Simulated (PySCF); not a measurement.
**BH7N2Si: NMR shifts at several levels of theory**

Aim: compute the NMR shifts of BH7N2Si (`NBN[SiH3]`) at several levels, and see how far they spread and what each costs.

The runs use PySCF 2.14.0, with density-fitted response routines of our own; the level of theory stands in each step. All values are computed, except where a source is named. Atoms are numbered from 0 throughout.

**1. Starting geometry**

11 atoms, charge 0, multiplicity 1; geometry from: GFN2-xTB. The atoms were then displaced at random by about 0.01 Å, so the start is not that level's minimum.

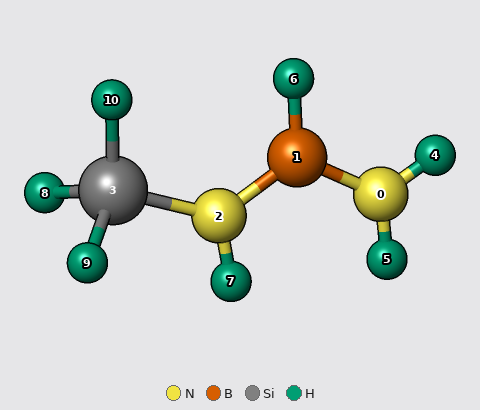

The starting geometry (nitrogen yellow, boron orange, silicon grey, hydrogen teal), atoms numbered.

**2. Optimising the geometry at PBE0-D3(BJ)/def2-SVP**

The job: settings as JSON, then the geometry in Å.

```
{"job": {"xc": "PBE0", "basis": "def2-SVP", "d3": "d3bj", "grid": 1, "shake": 0.01, "kind": "geom"}, "charge": 0, "multiplicity": 1}
N      2.183710    -0.404590    -0.062920
B      0.954320     0.303570     0.103830
N     -0.294970    -0.322680    -0.209330
Si    -1.859050     0.282390    -0.146960
H      3.058430     0.008890     0.135090
H      2.218000    -1.318280    -0.411530
H      0.980390     1.403720     0.511620
H     -0.177460    -1.261270    -0.550690
H     -2.385340     0.545970    -1.486730
H     -2.721940    -0.767000     0.485870
H     -1.917990     1.503430     0.655990
```

The run is started by

```sh
> OMP_NUM_THREADS=1 python probes_run.py task.json out
```

One launch serves the whole session: the jobs run in the order shown.

Standard output:

```text
step   0  E = -427.66910657  max force = 0.041651
step   1  E = -427.67497773  max force = 0.006674
step   2  E = -427.67530730  max force = 0.003470
step   3  E = -427.67542187  max force = 0.005389
step   4  E = -427.67554105  max force = 0.001147
step   5  E = -427.67559018  max force = 0.000923
step   6  E = -427.67560902  max force = 0.000717
step   7  E = -427.67562478  max force = 0.000291
step   8  E = -427.67562796  max force = 0.000116
optimisation converged
```

Run time: 13 s. Hardware: 1 thread of AMD EPYC 9R45, shared host; peak memory 0.39 GiB.

Step by step:

```
step  energy from step 0 (eV)  largest force component (eV/Å)
   0                   0.0000                          2.1418
   1                  -0.1598                          0.3432
   2                  -0.1687                          0.1784
   3                  -0.1718                          0.2771
   4                  -0.1751                          0.0590
   5                  -0.1764                          0.0475
   6                  -0.1769                          0.0369
   7                  -0.1774                          0.0150
   8                  -0.1775                          0.0060
```

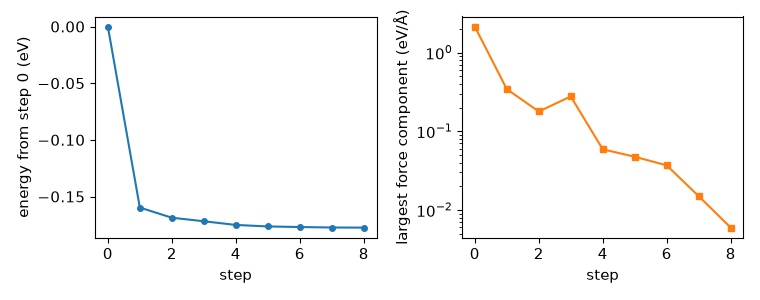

Energy and force, step by step.

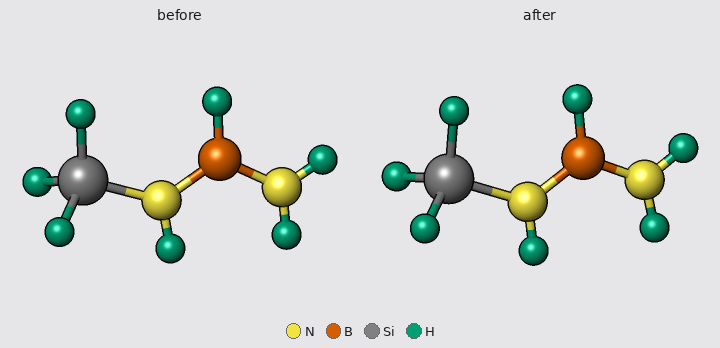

The geometry before (left) and after (right).

Close pairs (by a distance rule), those that changed most:

```
   bond  before (Å)  after (Å)  change (Å)
 N2–Si3       1.678      1.743      +0.065
  B1–H6       1.174      1.213      +0.039
 Si3–H8       1.463      1.499      +0.035
  N0–H5       0.979      1.011      +0.033
Si3–H10       1.463      1.490      +0.027
  N0–B1       1.429      1.407      -0.022
  N0–H4       0.988      1.009      +0.022
  N2–H7       1.006      1.016      +0.011
```

The final coordinates are the input of the step that follows.

```
                         at the end point                 value
  point group (found at 0.08 Å tolerance)                    C1
rotational constants (GHz, main isotopes)  30.178, 2.365, 2.251
                        dipole moment (D)                  2.31
```

**3. Nuclear shieldings: HF/pcSseg-2**

The job: settings as JSON, then the geometry in Å.

```
{"job": {"kind": "nmr", "xc": "HF", "basis": "pcSseg-2", "pop": false}, "charge": 0, "multiplicity": 1}
N      2.212477    -0.301442    -0.226243
B      0.950098     0.266698     0.023476
N     -0.276114    -0.427319    -0.211688
Si    -1.881289     0.218270    -0.000925
H      3.067227     0.202930    -0.043799
H      2.360082    -1.232582    -0.592071
H      0.905110     1.396364     0.461820
H     -0.211977    -1.369174    -0.588515
H     -2.542437     0.572801    -1.298370
H     -2.758449    -0.793510     0.668340
H     -1.790213     1.444326     0.840637
```

Level: GIAO HF/pcSseg-2 NMR shielding, non-relativistic, gas phase.

Standard output:

```text
final grid: 82728 points
cycle   1  E = -426.7115753086  dE =  2.412e-01  |g| = 3.924e-01  |ddm| = 2.168e+00
cycle   2  E = -426.7605811466  dE = -4.901e-02  |g| = 1.274e-01  |ddm| = 3.815e-01
cycle   3  E = -426.7651673746  dE = -4.586e-03  |g| = 5.609e-02  |ddm| = 1.208e-01
cycle   4  E = -426.7660267222  dE = -8.593e-04  |g| = 8.177e-03  |ddm| = 5.284e-02
cycle   5  E = -426.7660515715  dE = -2.485e-05  |g| = 2.399e-03  |ddm| = 9.764e-03
cycle   6  E = -426.7660538541  dE = -2.283e-06  |g| = 7.142e-04  |ddm| = 3.566e-03
cycle   7  E = -426.7660540649  dE = -2.109e-07  |g| = 2.481e-04  |ddm| = 1.029e-03
cycle   8  E = -426.7660540931  dE = -2.816e-08  |g| = 6.085e-05  |ddm| = 3.939e-04
cycle   9  E = -426.7660540950  dE = -1.947e-09  |g| = 1.387e-05  |ddm| = 1.025e-04
cycle  10  E = -426.7660540952  dE = -1.170e-10  |g| = 4.316e-06  |ddm| = 2.395e-05
converged SCF energy = -426.7660540952

GIAO shielding tensors (ppm)
atom      isotropic    diamagn.    paramagn.     s11        s22        s33       span
  0 N      202.841     318.498    -115.657    142.064    219.164    247.295    105.231
  1 B       83.451     191.000    -107.548     53.831     82.149    114.374     60.544
  2 N      214.819     325.844    -111.025    151.279    242.524    250.656     99.377
  3 Si     432.338     873.253    -440.915    401.296    407.582    488.135     86.839
  4 H       29.087      30.165      -1.077     23.275     25.556     38.431     15.156
  5 H       29.407      32.079      -2.672     23.555     26.949     37.717     14.161
  6 H       27.631      30.436      -2.804     25.003     28.894     28.997      3.994
  7 H       30.286      34.732      -4.446     23.372     29.353     38.132     14.760
  8 H       27.353      28.440      -1.087     24.105     25.519     32.436      8.331
  9 H       27.368      28.602      -1.234     24.229     25.624     32.250      8.020
 10 H       27.250      28.922      -1.672     24.325     26.090     31.335      7.010
```

It took 6.3 s on 1 thread of AMD EPYC 9R45, shared host; peak memory 1 GiB.

Shifts follow as δ = σ(reference) − σ, with reference shieldings (ppm) from runs at the same level and on the same kind of geometry: 1H TMS 31.68, 29Si TMS 383.0, 15N NH3 260.7, 11B BF3·OEt2 114.5. The references are single molecules in the gas phase, so shifts against H2O, NH3, PH3, H3PO4 or CFCl3 are not on the usual liquid scales and can be off by tens of ppm. Atoms listed in one row are averaged.

```
      atoms                             environment  σ (ppm)  δ (ppm)
H8, H9, H10       hydrogen on a silicon bonded to N    27.32     4.36
         H6       hydrogen on a boron bonded to 2 N    27.63     4.05
     H4, H5      hydrogen on a nitrogen bonded to B    29.25     2.43
         H7  hydrogen on a nitrogen bonded to B, Si    30.29     1.40
         N0               nitrogen bonded to B, 2 H    202.8     57.9
         N2             nitrogen bonded to B, Si, H    214.8     45.9
         B1                  boron bonded to 2 N, H     83.5     31.1
        Si3                silicon bonded to N, 3 H    432.3    -49.4
```

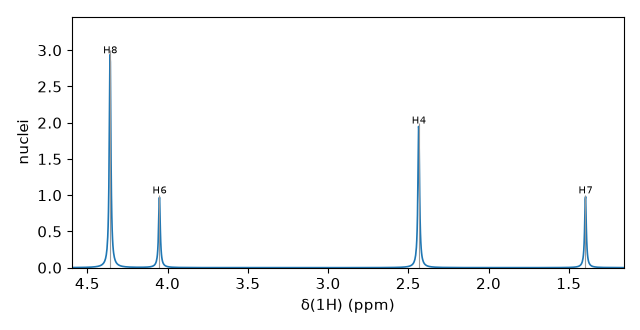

1H lines at the computed shifts, without couplings. Lines are broadened to a width of 0.01 ppm (Lorentzian).

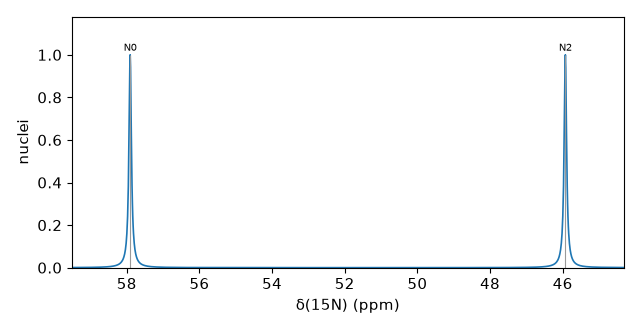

15N lines at the computed shifts, without couplings. Lines are broadened to a width of 0.08 ppm (Lorentzian).

**4. NMR shieldings: LDA/pcSseg-2**

Same as in step 3 but for these lines:

```diff
@@ -1,2 +1,2 @@
-{"job": {"kind": "nmr", "xc": "HF", "basis": "pcSseg-2", "pop": false}, "charge": 0, "multiplicity": 1}
+{"job": {"kind": "nmr", "xc": "LDA", "basis": "pcSseg-2", "pop": false}, "charge": 0, "multiplicity": 1}
 N      2.212477    -0.301442    -0.226243
```

Method: GIAO LDA/pcSseg-2 NMR shielding, non-relativistic, gas phase.

Standard output:

```text
coarse grid: 9176 points
cycle   1  E = -425.7461142804  dE =  1.159e-01  |g| = 6.789e-01  |ddm| = 2.318e+00
cycle   2  E = -425.4621318214  dE =  2.840e-01  |g| = 1.294e+00  |ddm| = 1.320e+00
cycle   3  E = -425.8462408205  dE = -3.841e-01  |g| = 1.295e-01  |ddm| = 1.004e+00
cycle   4  E = -425.8495081521  dE = -3.267e-03  |g| = 6.516e-02  |ddm| = 1.166e-01
cycle   5  E = -425.8503242341  dE = -8.161e-04  |g| = 2.417e-02  |ddm| = 4.407e-02
cycle   6  E = -425.8504459813  dE = -1.217e-04  |g| = 7.459e-03  |ddm| = 1.690e-02
cycle   7  E = -425.8504603847  dE = -1.440e-05  |g| = 1.052e-03  |ddm| = 6.578e-03
cycle   8  E = -425.8504606343  dE = -2.496e-07  |g| = 2.884e-04  |ddm| = 1.008e-03
final grid: 82728 points
cycle   9  E = -425.8530356057  dE = -4.859e-05  |g| = 6.268e-03  |ddm| = 2.541e-02
cycle  10  E = -425.8530148490  dE =  2.076e-05  |g| = 1.177e-02  |ddm| = 7.928e-03
cycle  11  E = -425.8530428935  dE = -2.804e-05  |g| = 6.074e-04  |ddm| = 5.735e-03
cycle  12  E = -425.8530429716  dE = -7.810e-08  |g| = 1.361e-04  |ddm| = 5.540e-04
cycle  13  E = -425.8530429761  dE = -4.500e-09  |g| = 2.529e-05  |ddm| = 1.389e-04
cycle  14  E = -425.8530429762  dE = -1.643e-10  |g| = 7.991e-06  |ddm| = 2.700e-05
converged SCF energy = -425.8530429762

GIAO shielding tensors (ppm)
atom      isotropic    diamagn.    paramagn.     s11        s22        s33       span
  0 N      180.655     317.034    -136.380    107.926    203.772    230.266    122.340
  1 B       63.801     193.510    -129.709     29.941     60.227    101.236     71.295
  2 N      190.128     322.134    -132.006    114.203    222.763    233.419    119.217
  3 Si     355.081     878.442    -523.361    308.086    318.407    438.751    130.664
  4 H       27.990      29.789      -1.799     23.059     24.777     36.135     13.076
  5 H       28.363      31.529      -3.166     23.731     25.660     35.697     11.966
  6 H       26.248      30.294      -4.046     24.261     26.430     28.053      3.792
  7 H       29.032      33.409      -4.377     23.058     28.427     35.611     12.553
  8 H       25.604      27.553      -1.948     22.274     23.804     30.735      8.460
  9 H       25.633      27.696      -2.063     22.463     24.034     30.402      7.938
 10 H       25.606      28.058      -2.452     22.984     24.558     29.275      6.291
```

Wall time 15 s (1 thread of AMD EPYC 9R45, shared host); peak memory 0.75 GiB.

This run: δ N0 86.0, N2 76.5, B1 27.2, Si3 -52.0, H8 5.16, H6 4.52 ppm (means over like atoms).

**5. Nuclear shieldings: PBE/pcSseg-2**

Same as in step 4 but for these lines:

```diff
@@ -1,2 +1,2 @@
-{"job": {"kind": "nmr", "xc": "LDA", "basis": "pcSseg-2", "pop": false}, "charge": 0, "multiplicity": 1}
+{"job": {"kind": "nmr", "xc": "PBE", "basis": "pcSseg-2", "pop": false}, "charge": 0, "multiplicity": 1}
 N      2.212477    -0.301442    -0.226243
```

Level: GIAO PBE/pcSseg-2 NMR shielding, non-relativistic, gas phase.

Standard output:

```text
coarse grid: 9176 points
cycle   1  E = -427.7802755744  dE =  1.211e-01  |g| = 6.682e-01  |ddm| = 2.235e+00
cycle   2  E = -427.5207747741  dE =  2.595e-01  |g| = 1.243e+00  |ddm| = 1.300e+00
cycle   3  E = -427.8780176538  dE = -3.572e-01  |g| = 1.180e-01  |ddm| = 9.796e-01
cycle   4  E = -427.8808434176  dE = -2.826e-03  |g| = 6.051e-02  |ddm| = 1.127e-01
cycle   5  E = -427.8815596026  dE = -7.162e-04  |g| = 2.277e-02  |ddm| = 4.194e-02
cycle   6  E = -427.8816693115  dE = -1.097e-04  |g| = 6.645e-03  |ddm| = 1.544e-02
cycle   7  E = -427.8816809463  dE = -1.163e-05  |g| = 8.467e-04  |ddm| = 5.898e-03
cycle   8  E = -427.8816811077  dE = -1.614e-07  |g| = 2.647e-04  |ddm| = 8.320e-04
final grid: 82728 points
cycle   9  E = -427.8939717664  dE = -7.277e-05  |g| = 1.271e-02  |ddm| = 3.432e-02
cycle  10  E = -427.8938858904  dE =  8.588e-05  |g| = 2.374e-02  |ddm| = 1.844e-02
cycle  11  E = -427.8940041487  dE = -1.183e-04  |g| = 1.161e-03  |ddm| = 1.261e-02
cycle  12  E = -427.8940044053  dE = -2.566e-07  |g| = 4.716e-04  |ddm| = 1.023e-03
cycle  13  E = -427.8940044499  dE = -4.462e-08  |g| = 1.813e-04  |ddm| = 3.242e-04
cycle  14  E = -427.8940044570  dE = -7.072e-09  |g| = 4.088e-05  |ddm| = 1.238e-04
cycle  15  E = -427.8940044574  dE = -4.014e-10  |g| = 9.146e-06  |ddm| = 3.849e-05
converged SCF energy = -427.8940044574

GIAO shielding tensors (ppm)
atom      isotropic    diamagn.    paramagn.     s11        s22        s33       span
  0 N      182.109     316.251    -134.142    114.719    200.590    231.018    116.300
  1 B       67.156     193.753    -126.597     33.798     65.696    101.974     68.176
  2 N      191.542     321.564    -130.022    121.500    220.531    232.594    111.093
  3 Si     375.558     877.770    -502.212    333.492    342.707    450.475    116.983
  4 H       28.505      29.976      -1.471     23.582     25.381     36.552     12.970
  5 H       28.859      31.755      -2.896     24.228     26.300     36.049     11.821
  6 H       26.787      30.800      -4.013     24.822     27.044     28.494      3.672
  7 H       29.586      33.774      -4.189     23.724     29.006     36.027     12.303
  8 H       26.214      28.145      -1.931     22.929     24.433     31.279      8.350
  9 H       26.262      28.281      -2.019     23.123     24.679     30.983      7.861
 10 H       26.253      28.800      -2.547     23.624     25.217     29.920      6.295
```

Wall time 18 s (1 thread of AMD EPYC 9R45, shared host); peak memory 0.74 GiB.

In short: δ N0 78.9, N2 69.5, B1 25.5, Si3 -52.1, H8 4.94, H6 4.39 ppm (means over like atoms).

**6. Nuclear shieldings: BLYP/pcSseg-2**

Same as in step 5 but for these lines:

```diff
@@ -1,2 +1,2 @@
-{"job": {"kind": "nmr", "xc": "PBE", "basis": "pcSseg-2", "pop": false}, "charge": 0, "multiplicity": 1}
+{"job": {"kind": "nmr", "xc": "BLYP", "basis": "pcSseg-2", "pop": false}, "charge": 0, "multiplicity": 1}
 N      2.212477    -0.301442    -0.226243
```

Level: GIAO BLYP/pcSseg-2 NMR shielding, non-relativistic, gas phase.

Standard output:

```text
coarse grid: 9176 points
cycle   1  E = -428.0432825423  dE =  1.270e-01  |g| = 7.270e-01  |ddm| = 2.225e+00
cycle   2  E = -427.7112564247  dE =  3.320e-01  |g| = 1.387e+00  |ddm| = 1.447e+00
cycle   3  E = -428.1556478316  dE = -4.444e-01  |g| = 1.246e-01  |ddm| = 1.126e+00
cycle   4  E = -428.1587682554  dE = -3.120e-03  |g| = 6.868e-02  |ddm| = 1.254e-01
cycle   5  E = -428.1596769502  dE = -9.087e-04  |g| = 2.680e-02  |ddm| = 4.719e-02
cycle   6  E = -428.1598277555  dE = -1.508e-04  |g| = 6.971e-03  |ddm| = 1.746e-02
cycle   7  E = -428.1598410242  dE = -1.327e-05  |g| = 9.011e-04  |ddm| = 6.449e-03
cycle   8  E = -428.1598412045  dE = -1.803e-07  |g| = 2.870e-04  |ddm| = 8.637e-04
final grid: 82728 points
cycle   9  E = -428.1749446037  dE = -5.843e-05  |g| = 9.977e-03  |ddm| = 2.987e-02
cycle  10  E = -428.1748901370  dE =  5.447e-05  |g| = 1.895e-02  |ddm| = 1.375e-02
cycle  11  E = -428.1749637823  dE = -7.365e-05  |g| = 8.818e-04  |ddm| = 9.629e-03
cycle  12  E = -428.1749639397  dE = -1.574e-07  |g| = 2.291e-04  |ddm| = 8.112e-04
cycle  13  E = -428.1749639490  dE = -9.334e-09  |g| = 1.106e-04  |ddm| = 2.010e-04
cycle  14  E = -428.1749639513  dE = -2.310e-09  |g| = 3.301e-05  |ddm| = 6.574e-05
cycle  15  E = -428.1749639516  dE = -2.578e-10  |g| = 4.395e-06  |ddm| = 2.551e-05
converged SCF energy = -428.1749639516

GIAO shielding tensors (ppm)
atom      isotropic    diamagn.    paramagn.     s11        s22        s33       span
  0 N      180.231     314.543    -134.312    114.945    195.458    230.291    115.346
  1 B       65.048     191.742    -126.695     31.228     64.401     99.515     68.287
  2 N      187.096     320.545    -133.449    118.880    214.372    228.037    109.157
  3 Si     367.005     877.046    -510.041    325.941    335.107    439.966    114.025
  4 H       28.771      30.408      -1.636     23.881     25.716     36.718     12.836
  5 H       29.114      31.995      -2.882     24.530     26.665     36.145     11.615
  6 H       27.080      31.005      -3.925     25.162     27.284     28.794      3.632
  7 H       29.864      33.993      -4.128     24.213     29.415     35.964     11.751
  8 H       26.505      28.292      -1.786     23.258     24.749     31.509      8.251
  9 H       26.564      28.435      -1.870     23.451     25.003     31.238      7.787
 10 H       26.566      28.925      -2.359     23.961     25.540     30.197      6.236
```

Run time: 18 s. Hardware: 1 thread of AMD EPYC 9R45, shared host; peak memory 0.82 GiB.

Key values: δ N0 77.3, N2 70.5, B1 26.1, Si3 -57.3, H8 4.83, H6 4.30 ppm (means over like atoms).

**7. NMR shieldings: BP86/pcSseg-2**

Same as in step 6 but for these lines:

```diff
@@ -1,2 +1,2 @@
-{"job": {"kind": "nmr", "xc": "BLYP", "basis": "pcSseg-2", "pop": false}, "charge": 0, "multiplicity": 1}
+{"job": {"kind": "nmr", "xc": "BP86", "basis": "pcSseg-2", "pop": false}, "charge": 0, "multiplicity": 1}
 N      2.212477    -0.301442    -0.226243
```

Level: GIAO BP86/pcSseg-2 NMR shielding, non-relativistic, gas phase.

Standard output:

```text
coarse grid: 9176 points
cycle   1  E = -428.1454499424  dE =  1.214e-01  |g| = 6.691e-01  |ddm| = 2.223e+00
cycle   2  E = -427.8974408502  dE =  2.480e-01  |g| = 1.230e+00  |ddm| = 1.216e+00
cycle   3  E = -428.2425268127  dE = -3.451e-01  |g| = 1.173e-01  |ddm| = 9.111e-01
cycle   4  E = -428.2453458453  dE = -2.819e-03  |g| = 5.933e-02  |ddm| = 1.094e-01
cycle   5  E = -428.2460380565  dE = -6.922e-04  |g| = 2.176e-02  |ddm| = 4.037e-02
cycle   6  E = -428.2461380967  dE = -1.000e-04  |g| = 6.176e-03  |ddm| = 1.470e-02
cycle   7  E = -428.2461483787  dE = -1.028e-05  |g| = 8.755e-04  |ddm| = 5.643e-03
cycle   8  E = -428.2461485462  dE = -1.675e-07  |g| = 2.722e-04  |ddm| = 8.032e-04
final grid: 82728 points
cycle   9  E = -428.2582924367  dE = -6.976e-05  |g| = 7.494e-03  |ddm| = 3.210e-02
cycle  10  E = -428.2582646418  dE =  2.779e-05  |g| = 1.360e-02  |ddm| = 1.021e-02
cycle  11  E = -428.2583032734  dE = -3.863e-05  |g| = 7.515e-04  |ddm| = 7.055e-03
cycle  12  E = -428.2583033711  dE = -9.770e-08  |g| = 2.801e-04  |ddm| = 6.591e-04
cycle  13  E = -428.2583033672  dE =  3.871e-09  |g| = 7.137e-05  |ddm| = 2.506e-04
cycle  14  E = -428.2583033678  dE = -6.207e-10  |g| = 4.500e-05  |ddm| = 5.432e-05
cycle  15  E = -428.2583033683  dE = -4.460e-10  |g| = 6.673e-06  |ddm| = 2.759e-05
converged SCF energy = -428.2583033683

GIAO shielding tensors (ppm)
atom      isotropic    diamagn.    paramagn.     s11        s22        s33       span
  0 N      182.041     316.097    -134.056    115.166    200.906    230.050    114.884
  1 B       67.869     193.386    -125.517     34.846     66.633    102.128     67.282
  2 N      191.709     321.765    -130.056    122.133    221.072    231.921    109.787
  3 Si     374.299     877.764    -503.465    333.028    342.243    447.626    114.598
  4 H       28.585      30.045      -1.459     23.672     25.495     36.589     12.916
  5 H       28.934      31.805      -2.871     24.282     26.409     36.111     11.829
  6 H       26.870      30.841      -3.971     24.880     27.159     28.570      3.690
  7 H       29.651      33.846      -4.195     23.782     29.064     36.106     12.324
  8 H       26.283      28.173      -1.891     23.007     24.501     31.340      8.334
  9 H       26.333      28.315      -1.981     23.200     24.744     31.056      7.856
 10 H       26.328      28.794      -2.466     23.685     25.290     30.008      6.323
```

Wall time 18 s (1 thread of AMD EPYC 9R45, shared host); peak memory 0.82 GiB.

This run: δ N0 77.2, N2 67.5, B1 25.5, Si3 -52.2, H8 4.92, H6 4.36 ppm (means over like atoms).

**8. Shielding tensors: OPBE/pcSseg-2**

Same as in step 7 but for these lines:

```diff
@@ -1,2 +1,2 @@
-{"job": {"kind": "nmr", "xc": "BP86", "basis": "pcSseg-2", "pop": false}, "charge": 0, "multiplicity": 1}
+{"job": {"kind": "nmr", "xc": "OPBE", "basis": "pcSseg-2", "pop": false}, "charge": 0, "multiplicity": 1}
 N      2.212477    -0.301442    -0.226243
```

With the program's defaults for keys left out, this is: GIAO OPBE/pcSseg-2 NMR shielding, non-relativistic, gas phase.

Standard output:

```text
coarse grid: 9176 points
cycle   1  E = -428.0176174986  dE =  9.950e-02  |g| = 6.045e-01  |ddm| = 2.260e+00
cycle   2  E = -427.8374136094  dE =  1.802e-01  |g| = 1.059e+00  |ddm| = 1.198e+00
cycle   3  E = -428.1024641584  dE = -2.651e-01  |g| = 9.747e-02  |ddm| = 8.537e-01
cycle   4  E = -428.1044413215  dE = -1.977e-03  |g| = 5.074e-02  |ddm| = 9.802e-02
cycle   5  E = -428.1049547660  dE = -5.134e-04  |g| = 1.879e-02  |ddm| = 3.603e-02
cycle   6  E = -428.1050342294  dE = -7.946e-05  |g| = 5.728e-03  |ddm| = 1.353e-02
cycle   7  E = -428.1050424575  dE = -8.228e-06  |g| = 8.956e-04  |ddm| = 4.866e-03
final grid: 82728 points
cycle   8  E = -428.1077773246  dE = -2.223e-04  |g| = 1.162e-02  |ddm| = 6.092e-02
cycle   9  E = -428.1077486346  dE =  2.869e-05  |g| = 1.495e-02  |ddm| = 1.940e-02
cycle  10  E = -428.1078042706  dE = -5.564e-05  |g| = 2.800e-03  |ddm| = 1.236e-02
cycle  11  E = -428.1078054938  dE = -1.223e-06  |g| = 1.095e-03  |ddm| = 1.845e-03
cycle  12  E = -428.1078057687  dE = -2.749e-07  |g| = 1.645e-04  |ddm| = 6.922e-04
cycle  13  E = -428.1078057709  dE = -2.234e-09  |g| = 1.267e-04  |ddm| = 1.447e-04
cycle  14  E = -428.1078057745  dE = -3.602e-09  |g| = 1.189e-05  |ddm| = 6.763e-05
cycle  15  E = -428.1078057745  dE = -4.593e-11  |g| = 1.791e-06  |ddm| = 1.463e-05
converged SCF energy = -428.1078057745

GIAO shielding tensors (ppm)
atom      isotropic    diamagn.    paramagn.     s11        s22        s33       span
  0 N      188.114     318.664    -130.551    124.030    206.038    234.273    110.243
  1 B       73.401     196.986    -123.585     41.951     71.925    106.329     64.378
  2 N      199.611     322.814    -123.203    133.466    227.256    238.110    104.645
  3 Si     401.520     878.410    -476.890    362.711    370.811    471.039    108.328
  4 H       28.497      29.421      -0.924     23.479     25.327     36.684     13.205
  5 H       28.867      31.559      -2.691     24.084     26.267     36.251     12.167
  6 H       26.833      30.958      -4.124     24.788     27.273     28.439      3.651
  7 H       29.576      33.687      -4.111     23.478     28.831     36.420     12.942
  8 H       26.325      28.433      -2.108     23.069     24.542     31.364      8.294
  9 H       26.377      28.543      -2.166     23.253     24.793     31.084      7.831
 10 H       26.366      29.265      -2.899     23.695     25.329     30.075      6.380
```

It took 18 s on 1 thread of AMD EPYC 9R45, shared host; peak memory 0.73 GiB.

In short: δ N0 74.7, N2 63.2, B1 24.3, Si3 -46.0, H8 4.84, H6 4.37 ppm (means over like atoms).

(Part 1 of 2 ends here.)
